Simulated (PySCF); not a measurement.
## Energy and gradient calculation of CH$_{6}$SSi$_{2}$

The run: energy and gradient calculation of CH$_{6}$SSi$_{2}$, SMILES [SiH3][SiH]1CS1. Method and program: PBE0/6-31+G*, RKS (PySCF 2.14.0).

The geometry comes from this level: PBE0-D4/def2-TZVP.

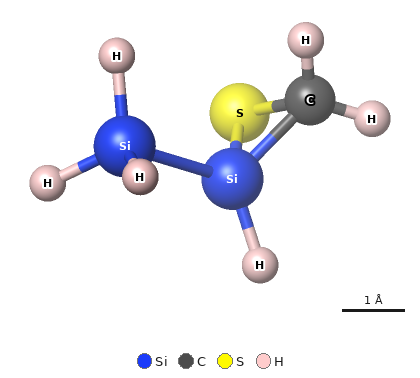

Figure 1. The input geometry (ball-and-stick view, seen at a tilt). Bond lengths as drawn: C–H 1.09 Å, C–S 1.85 Å, C–Si 1.85 Å, H–Si 1.48 to 1.49 Å, Si–Si 2.33 Å and S–Si 2.10 Å.

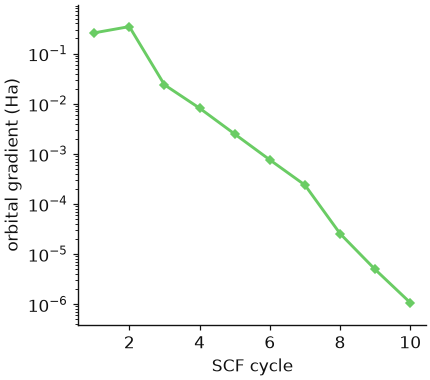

Figure 2. Convergence of the self-consistent field: orbital gradient against the SCF cycle. The residual falls almost steadily, with no more than small rises.

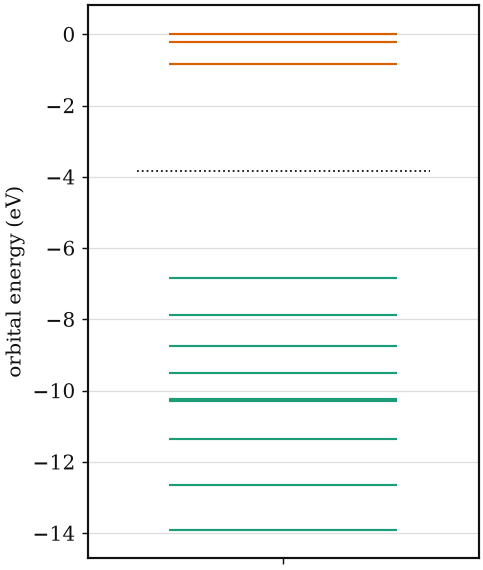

Figure 3. Orbital energies near the frontier; the dotted line parts filled from empty levels, and levels within 0.02 eV of each other stand side by side. Highest filled −6.85 eV, lowest empty −0.84 eV, 6.01 eV apart.

These pictures come from the run below.

The input (calc.py):
```python
import pyscf.grad
from pyscf import gto, dft

system = gto.Mole()
system.atom = '''
Si  -1.386300   0.779300  -0.837600
Si  -0.108800  -0.724100   0.393800
C    1.643800  -0.286200   0.791300
S    1.569000  -1.537300  -0.570300
H   -0.452700   1.677100  -1.564800
H   -2.262000   1.586000   0.055300
H   -2.240100   0.048300  -1.810200
H   -0.816800  -1.597100   1.362800
H    2.089200  -0.668600   1.704900
H    2.047800   0.671500   0.478000
'''
system.charge = 0
system.max_memory = 1860
system.basis = '6-31+g*'
system.verbose = 4
system.build()

ks = dft.RKS(system, xc='pbe0')
ks.conv_tol = 1e-10
ks.grids.level = 5
ks.kernel()
if not ks.converged:
    ks = ks.newton().run(ks.mo_coeff, ks.mo_occ)

e_final = ks.e_tot
print(f'total energy: {e_final:.8f} hartree')
grad = ks.Gradients().kernel()
ks.analyze()
```

Command:
```bash
OMP_NUM_THREADS=1 python calc.py
```

Log:
```
PySCF version 2.14.0

[INPUT] num. atoms = 10
[INPUT] num. electrons = 56
[INPUT] charge = 0
[INPUT] spin (= nelec alpha-beta = 2S) = 0
[INPUT] symmetry False subgroup None
[INPUT] Mole.unit = angstrom
[INPUT] Symbol           X                Y                Z      unit          X                Y                Z       unit  Magmom
[INPUT]  1 Si    -1.386300000000   0.779300000000  -0.837600000000 AA   -2.619727326485   1.472663568874  -1.582834601936 Bohr   0.0
[INPUT]  2 Si    -0.108800000000  -0.724100000000   0.393800000000 AA   -0.205602202353  -1.368350686798   0.744174147854 Bohr   0.0
[INPUT]  3 C      1.643800000000  -0.286200000000   0.791300000000 AA    3.106331803560  -0.540839616851   1.495340282368 Bohr   0.0
[INPUT]  4 S      1.569000000000  -1.537300000000  -0.570300000000 AA    2.964980289443  -2.905075971294  -1.077710808839 Bohr   0.0
[INPUT]  5 H     -0.452700000000   1.677100000000  -1.564800000000 AA   -0.855479016591   3.169259683508  -2.957043439719 Bohr   0.0
[INPUT]  6 H     -2.262000000000   1.586000000000   0.055300000000 AA   -4.274560493766   2.997105633560   0.104501854688 Bohr   0.0
[INPUT]  7 H     -2.240100000000   0.048300000000  -1.810200000000 AA   -4.233175491638   0.091273771816  -3.420782230688 Bohr   0.0
[INPUT]  8 H     -0.816800000000  -1.597100000000   1.362800000000 AA   -1.543528298545  -3.018081593543   2.575318762557 Bohr   0.0
[INPUT]  9 H      2.089200000000  -0.668600000000   1.704900000000 AA    3.948015819441  -1.263470886884   3.221794069771 Bohr   0.0
[INPUT] 10 H      2.047800000000   0.671500000000   0.478000000000 AA    3.869781157884   1.268951092645   0.903289087542 Bohr   0.0

nuclear repulsion = 261.995861097612
number of shells = 50
number of NR pGTOs = 220
number of NR cGTOs = 96
basis = 6-31+g*
ecp = {}

******** <class 'pyscf.dft.rks.RKS'> ********
method = RKS
initial guess = minao
damping factor = 0
level_shift factor = 0
DIIS = <class 'pyscf.scf.diis.CDIIS'>
diis_start_cycle = 1
diis_space = 8
diis_damp = 0
SCF conv_tol = 1e-10
SCF conv_tol_grad = None
SCF max_cycles = 50
direct_scf = True
direct_scf_tol = 1e-13
XC library pyscf.dft.libxc version 7.0.0
    S. Lehtola, C. Steigemann, M. J.T. Oliveira, and M. A.L. Marques.,  SoftwareX 7, 1–5 (2018)
XC functionals = pbe0
radial grids:
    Treutler-Ahlrichs [JCP 102, 346 (1995); DOI:10.1063/1.469408] (M4) radial grids

becke partition: Becke, JCP 88, 2547 (1988); DOI:10.1063/1.454033
pruning grids: <function nwchem_prune>
grids dens level: 5
symmetrized grids: False
atomic radii adjust function: <function treutler_atomic_radii_adjust>
small_rho_cutoff = 0
Set gradient conv threshold to 1e-05
Initial guess from minao.
tot grids = 314376
init E= -1018.58619614385
  HOMO = -0.281206414354766  LUMO = -0.0662440733473191  gap/eV = 5.84942
cycle= 1 E= -1018.37283464064  delta_E= 0.213  |g|= 0.259  |ddm|= 3.01
  HOMO = -0.201764315067819  LUMO = -0.0313315599923678  gap/eV = 4.63771
cycle= 2 E= -1018.35499253914  delta_E= 0.0178  |g|= 0.345  |ddm|= 1.23
  HOMO = -0.251143928628312  LUMO = -0.0291451957587627  gap/eV = 6.04089
cycle= 3 E= -1018.39733826145  delta_E= -0.0423  |g|= 0.0238  |ddm|= 0.801
  HOMO = -0.252198477633367  LUMO = -0.0316163969189316  gap/eV = 6.00234
cycle= 4 E= -1018.39751413548  delta_E= -0.000176  |g|= 0.00814  |ddm|= 0.0888
  HOMO = -0.251220199163857  LUMO = -0.0306512428822399  gap/eV = 6.00199
cycle= 5 E= -1018.39753534753  delta_E= -2.12e-05  |g|= 0.00248  |ddm|= 0.0281
  HOMO = -0.2516157040059  LUMO = -0.0307292989705616  gap/eV = 6.01063
cycle= 6 E= -1018.39753709719  delta_E= -1.75e-06  |g|= 0.000758  |ddm|= 0.00486
  HOMO = -0.251573829655994  LUMO = -0.0307455286439051  gap/eV = 6.00904
cycle= 7 E= -1018.39753725605  delta_E= -1.59e-07  |g|= 0.000238  |ddm|= 0.00144
  HOMO = -0.251557105541587  LUMO = -0.0307251897152678  gap/eV = 6.00914
cycle= 8 E= -1018.3975372739  delta_E= -1.78e-08  |g|= 2.56e-05  |ddm|= 0.00042
  HOMO = -0.251556669823105  LUMO = -0.030727943301498  gap/eV = 6.00906
cycle= 9 E= -1018.39753727415  delta_E= -2.55e-10  |g|= 4.92e-06  |ddm|= 7.64e-05
  HOMO = -0.251556292523337  LUMO = -0.0307275791824848  gap/eV = 6.00906
cycle= 10 E= -1018.39753727417  delta_E= -1.43e-11  |g|= 1.07e-06  |ddm|= 2.11e-05
  HOMO = -0.251556457288736  LUMO = -0.0307276302794621  gap/eV = 6.00906
Extra cycle  E= -1018.39753727416  delta_E= 9.32e-12  |g|= 7.23e-07  |ddm|= 7.15e-06
converged SCF energy = -1018.39753727416
total energy: -1018.39753727 hartree

******** <class 'pyscf.grad.rks.Gradients'> for <class 'pyscf.dft.rks.RKS'> ********
unit = Eh/Bohr
grid_response = False
--------------- RKS gradients ---------------
         x                y                z
0 Si     0.0002375863     0.0003449070    -0.0003335180
1 Si     0.0072036037    -0.0015065549    -0.0003457458
2 C    -0.0019201412    -0.0006640194    -0.0009615276
3 S    -0.0038631232     0.0043590029     0.0039292851
4 H    -0.0003277901    -0.0006642711     0.0004470087
5 H     0.0004971951    -0.0005595337    -0.0004397664
6 H     0.0005818788     0.0001734724     0.0006693843
7 H     0.0002407521     0.0007665914    -0.0006944275
8 H    -0.0013669385     0.0002829053    -0.0024064496
9 H    -0.0012821710    -0.0025320469     0.0001351587
----------------------------------------------
**** SCF Summaries ****
Total Energy =                       -1018.397537274157116
Nuclear Repulsion Energy =             261.995861097612192
One-electron Energy =                -1929.283784636477549
Two-electron Energy =                  648.890386264708354
Two-electron Coulomb Energy =          723.678960710157526
DFT Exchange-Correlation Energy =      -74.788574445449129
HOMO-LUMO gap [eV] =                     6.009058456093156
**** MO energy ****
MO #1   energy= -89.0127338165524  occ= 2
MO #2   energy= -66.268126624049   occ= 2
MO #3   energy= -66.2493915102144  occ= 2
MO #4   energy= -10.2620840975799  occ= 2
MO #5   energy= -7.9952557474693   occ= 2
MO #6   energy= -5.93179112838136  occ= 2
MO #7   energy= -5.92893567125197  occ= 2
MO #8   energy= -5.92294453144093  occ= 2
MO #9   energy= -5.35265978546017  occ= 2
MO #10  energy= -5.33842525940852  occ= 2
MO #11  energy= -3.68732257920154  occ= 2
MO #12  energy= -3.68534866946166  occ= 2
MO #13  energy= -3.68456801136871  occ= 2
MO #14  energy= -3.67148110276011  occ= 2
MO #15  energy= -3.67112088712483  occ= 2
MO #16  energy= -3.67103259288445  occ= 2
MO #17  energy= -0.82180743457411  occ= 2
MO #18  energy= -0.632956871072786 occ= 2
MO #19  energy= -0.58305802644206  occ= 2
MO #20  energy= -0.510976306651629 occ= 2
MO #21  energy= -0.464428844387059 occ= 2
MO #22  energy= -0.417429940689314 occ= 2
MO #23  energy= -0.377710356048482 occ= 2
MO #24  energy= -0.376108620087181 occ= 2
MO #25  energy= -0.348873937032989 occ= 2
MO #26  energy= -0.321773415922869 occ= 2
MO #27  energy= -0.289203829856959 occ= 2
MO #28  energy= -0.251556457288736 occ= 2
MO #29  energy= -0.0307276302794621 occ= 0
MO #30  energy= -0.0079825574090937 occ= 0
MO #31  energy= 0.000636390055136271 occ= 0
MO #32  energy= 0.00739570358738817 occ= 0
MO #33  energy= 0.0192315505534268 occ= 0
MO #34  energy= 0.0301717304778566 occ= 0
MO #35  energy= 0.0430160251478555 occ= 0
MO #36  energy= 0.0464853418257305 occ= 0
MO #37  energy= 0.055452894153586  occ= 0
MO #38  energy= 0.0563503583955369 occ= 0
MO #39  energy= 0.0664678193213257 occ= 0
MO #40  energy= 0.0786025478725536 occ= 0
MO #41  energy= 0.0815247934576413 occ= 0
MO #42  energy= 0.0879286969672299 occ= 0
MO #43  energy= 0.0970238257972986 occ= 0
MO #44  energy= 0.10611667931961   occ= 0
MO #45  energy= 0.116810918181065  occ= 0
MO #46  energy= 0.123632528410041  occ= 0
MO #47  energy= 0.126765706537285  occ= 0
MO #48  energy= 0.146899926053164  occ= 0
MO #49  energy= 0.158683644702101  occ= 0
MO #50  energy= 0.166241532214176  occ= 0
MO #51  energy= 0.171201292027735  occ= 0
MO #52  energy= 0.191848482556073  occ= 0
MO #53  energy= 0.253416981801927  occ= 0
MO #54  energy= 0.278494359169637  occ= 0
MO #55  energy= 0.307329908825669  occ= 0
MO #56  energy= 0.332467276382682  occ= 0
MO #57  energy= 0.355227818229403  occ= 0
MO #58  energy= 0.357443857074844  occ= 0
MO #59  energy= 0.376133187789779  occ= 0
MO #60  energy= 0.392472372779396  occ= 0
MO #61  energy= 0.41372850300048   occ= 0
MO #62  energy= 0.470833165852187  occ= 0
MO #63  energy= 0.491915934448648  occ= 0
MO #64  energy= 0.511017908502529  occ= 0
MO #65  energy= 0.540001929737655  occ= 0
MO #66  energy= 0.560557246947118  occ= 0
MO #67  energy= 0.623351841923558  occ= 0
MO #68  energy= 0.628635019997034  occ= 0
MO #69  energy= 0.638276342030794  occ= 0
MO #70  energy= 0.657133071509384  occ= 0
MO #71  energy= 0.678058795118603  occ= 0
MO #72  energy= 0.68656717311462   occ= 0
MO #73  energy= 0.701426217264226  occ= 0
MO #74  energy= 0.713981263139442  occ= 0
MO #75  energy= 0.719971015163963  occ= 0
MO #76  energy= 0.729123445626634  occ= 0
MO #77  energy= 0.766002657160731  occ= 0
MO #78  energy= 0.79192826748058   occ= 0
MO #79  energy= 0.893549361951535  occ= 0
MO #80  energy= 0.910439682842845  occ= 0
MO #81  energy= 0.936431506480497  occ= 0
MO #82  energy= 0.988874130123967  occ= 0
MO #83  energy= 1.00111727964674   occ= 0
MO #84  energy= 1.05871296688022   occ= 0
MO #85  energy= 1.09176269380165   occ= 0
MO #86  energy= 1.13827795343634   occ= 0
MO #87  energy= 1.17717865672582   occ= 0
MO #88  energy= 1.18844160631151   occ= 0
MO #89  energy= 1.20995535345461   occ= 0
MO #90  energy= 1.25592033420335   occ= 0
MO #91  energy= 1.27435079204369   occ= 0
MO #92  energy= 1.72503771361669   occ= 0
MO #93  energy= 1.9495244353247    occ= 0
MO #94  energy= 2.15828158774672   occ= 0
MO #95  energy= 2.23256522397258   occ= 0
MO #96  energy= 2.27047703121634   occ= 0
 ** Mulliken pop on meta-lowdin orthogonal AOs  **
 ** Mulliken pop  **
pop of  0 Si 1s           2.00000
pop of  0 Si 2s           1.99986
pop of  0 Si 3s           1.12122
pop of  0 Si 4s           0.00456
pop of  0 Si 5s           0.00069
pop of  0 Si 2px          1.99990
pop of  0 Si 2py          1.99990
pop of  0 Si 2pz          1.99990
pop of  0 Si 3px          0.86716
pop of  0 Si 3py          0.86609
pop of  0 Si 3pz          0.87176
pop of  0 Si 4px          0.01061
pop of  0 Si 4py          0.01052
pop of  0 Si 4pz          0.01041
pop of  0 Si 5px          0.00095
pop of  0 Si 5py          0.00086
pop of  0 Si 5pz          0.00104
pop of  0 Si 3dxy         0.01030
pop of  0 Si 3dyz         0.01003
pop of  0 Si 3dz^2        0.00069
pop of  0 Si 3dxz         0.01092
pop of  0 Si 3dx2-y2      0.00039
pop of  1 Si 1s           2.00000
pop of  1 Si 2s           1.99987
pop of  1 Si 3s           1.07795
pop of  1 Si 4s           0.00667
pop of  1 Si 5s           0.00109
pop of  1 Si 2px          1.99987
pop of  1 Si 2py          1.99990
pop of  1 Si 2pz          1.99990
pop of  1 Si 3px          0.73674
pop of  1 Si 3py          0.83968
pop of  1 Si 3pz          0.83165
pop of  1 Si 4px          0.01233
pop of  1 Si 4py          0.00819
pop of  1 Si 4pz          0.00738
pop of  1 Si 5px          0.00158
pop of  1 Si 5py          0.00062
pop of  1 Si 5pz          0.00068
pop of  1 Si 3dxy         0.01297
pop of  1 Si 3dyz         0.00791
pop of  1 Si 3dz^2        0.00567
pop of  1 Si 3dxz         0.01267
pop of  1 Si 3dx2-y2      0.00684
pop of  2 C 1s            1.99991
pop of  2 C 2s            1.08762
pop of  2 C 3s            0.00267
pop of  2 C 4s            0.00240
pop of  2 C 2px           1.21055
pop of  2 C 2py           1.07500
pop of  2 C 2pz           1.05915
pop of  2 C 3px           0.00259
pop of  2 C 3py           0.00250
pop of  2 C 3pz           0.00259
pop of  2 C 4px           0.00071
pop of  2 C 4py           0.00153
pop of  2 C 4pz           0.00098
pop of  2 C 3dxy          0.00138
pop of  2 C 3dyz          0.00252
pop of  2 C 3dz^2         0.00136
pop of  2 C 3dxz          0.00143
pop of  2 C 3dx2-y2       0.00126
pop of  3 S 1s            2.00000
pop of  3 S 2s            1.99986
pop of  3 S 3s            1.77208
pop of  3 S 4s            0.00519
pop of  3 S 5s            0.00054
pop of  3 S 2px           1.99990
pop of  3 S 2py           1.99991
pop of  3 S 2pz           1.99990
pop of  3 S 3px           1.36018
pop of  3 S 3py           1.53488
pop of  3 S 3pz           1.47394
pop of  3 S 4px           0.00415
pop of  3 S 4py           0.00541
pop of  3 S 4pz           0.00573
pop of  3 S 5px           0.00061
pop of  3 S 5py           0.00079
pop of  3 S 5pz           0.00074
pop of  3 S 3dxy          0.00346
pop of  3 S 3dyz          0.00748
pop of  3 S 3dz^2         0.00342
pop of  3 S 3dxz          0.00437
pop of  3 S 3dx2-y2       0.00470
pop of  4 H 1s            1.05475
pop of  4 H 2s            0.00226
pop of  5 H 1s            1.06309
pop of  5 H 2s            0.00234
pop of  6 H 1s            1.05785
pop of  6 H 2s            0.00233
pop of  7 H 1s            1.06617
pop of  7 H 2s            0.00334
pop of  8 H 1s            0.85811
pop of  8 H 2s            0.00896
pop of  9 H 1s            0.86073
pop of  9 H 2s            0.00878
 ** Mulliken atomic charges  **
charge of    0Si =      0.20225
charge of    1Si =      0.42985
charge of    2C =     -0.45614
charge of    3S =     -0.18725
charge of    4H =     -0.05700
charge of    5H =     -0.06543
charge of    6H =     -0.06019
charge of    7H =     -0.06951
charge of    8H =      0.13293
charge of    9H =      0.13049
Dipole moment(X, Y, Z, Debye): -1.15999,  1.30188,  1.14915
```

Key numbers:

- outcome: converged
- total energy: −1018.397537 hartree
- basis functions: 96
- largest force: 0.379 eV/Å
- HOMO: −6.85 eV
- LUMO: −0.84 eV
- dipole moment: 2.09 D
- hardware: 1 thread of Intel Xeon (Sapphire Rapids), 16 GiB of memory available, shared host
- wall time: 38 s
- peak memory: 0.94 GiB
